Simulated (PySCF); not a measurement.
Consider C$_{3}$H$_{8}$B$_{2}$F$_{2}$.

Input file:

```
{"job": {"kind": "uv", "xc": "CAM-B3LYP", "basis": "def2-SVPD", "nstates": 8, "ntriplets": 3}, "charge": 0, "multiplicity": 1}
C     -0.824444     1.541951     0.430824
B     -0.453318     0.086417    -0.039107
C     -1.235571    -1.178991     0.472185
C      0.758962    -0.111956    -1.057050
B      2.053927    -0.388963    -0.222618
F      2.845264     0.569744     0.228048
F      2.437463    -1.598525     0.147961
H     -0.993644     2.211969    -0.410509
H      0.014433     1.970275     0.979803
H     -1.698282     1.592662     1.075337
H     -0.641195    -2.089216     0.446483
H     -1.636012    -1.059866     1.476494
H     -2.095436    -1.351405    -0.176597
H      0.561421    -0.963612    -1.705687
H      0.902017     0.777506    -1.667479
```

Run with:

```sh
OMP_NUM_THREADS=1 python probes_run.py task.json out
```

Geometry: GFN2-xTB.

Method: CAM-B3LYP/def2-SVPD, SCF density, gas phase (PySCF 2.14.0).

### What will maps of the electron density and electron localisation function show?

C–B (1.57 Å): ρ is about 1.4 e/Å³ halfway; the ELF peaks at about 1 between the atoms; a covalent bond.
C–H (1.09 Å): the density is about 1.9 e/Å³ at the midpoint; the ELF climbs to about 1 towards the hydrogen, as it does in any bond to H (a covalent bond by its length).

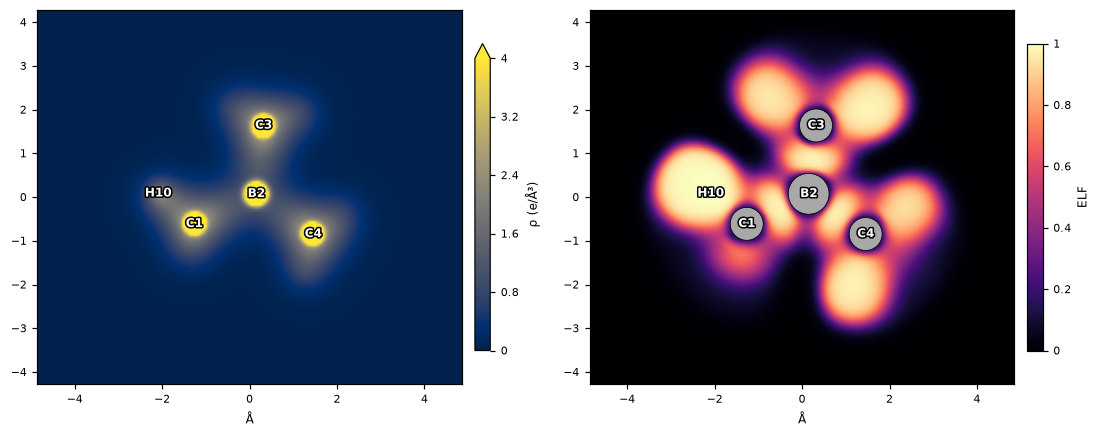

Computed electron density and electron localisation function on the plane of atoms C1, B2 and C4, in this order. Grey discs cover the atomic cores in the ELF map. 
